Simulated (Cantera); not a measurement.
Feed: 1 mol FeCl3, a varied amount of H2O, 150 mol N2, equilibrated at 927 °C and 1.00e-6 bar.

Equilibrium computed with Cantera from the NASA thermochemical tables; the gas is ideal and each condensed phase is pure. Candidate condensed phases: Fe, FeCl2, FeCl3, FeO, Fe(OH)2, Fe(OH)3, Fe2O3, Fe3O4, H2O, NH4Cl; 37 gas species. Equilibrium is a limit: real reactors are often held back by kinetics, nucleation or transport.

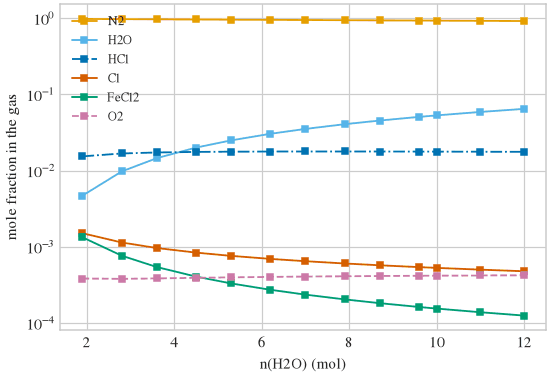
*Equilibrium gas composition (values under 1e-9 drawn at 1e-9)*

From 1.9 mol H2O to 12 mol H2O the condensed part is Fe3O4(s). The main Fe-bearing gas is FeCl2 throughout. The share of Fe in condensed phases is highest at 12 mol H2O (98.0 %) and lowest at 1.9 mol H2O (79.5 %).
